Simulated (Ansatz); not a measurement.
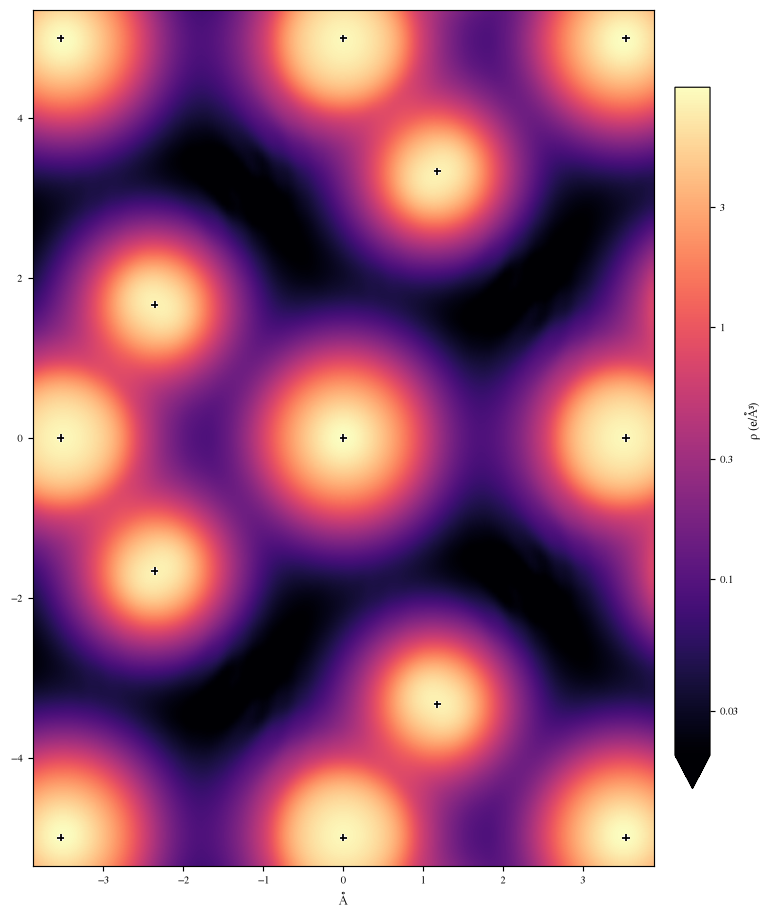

The valence electron density on a plane through atoms (crosses mark nuclei in the plane).

Theory: DFT PBE, scalar-relativistic, plane waves, PAW in Ansatz 0.2.0.

Candidates:
A. Zr₂WS₄, a = 9.00 Å, b = 9.00 Å, c = 9.00 Å, α = 90.00°, β = 90.00°, γ = 90.00°. Space group F-43m; a structure generated by program, which may or may not match a known phase; spin-polarised.
B. Tl₃BiO₄, a = 7.07 Å, b = 7.07 Å, c = 7.07 Å, α = 90.00°, β = 90.00°, γ = 90.00°. Space group I-43m; a structure generated by program, which may or may not match a known phase.
C. Zr₃Bi₂F₃, a = 7.45 Å, b = 7.45 Å, c = 9.65 Å, α = 90.00°, β = 90.00°, γ = 120.00°. Space group R32; a structure generated by program, which may or may not match a known phase; computed without spin polarisation.

Which candidate gave the map?

Answer. Candidate B: Tl₃BiO₄ on the (011) plane of the conventional cell, which holds Tl, Bi and O. Bi–O (2.04 Å): the density is about 0.83 e/Å³ at the midpoint. Tl–O (2.88 Å): ρ at the midpoint is about 0.16 e/Å³.
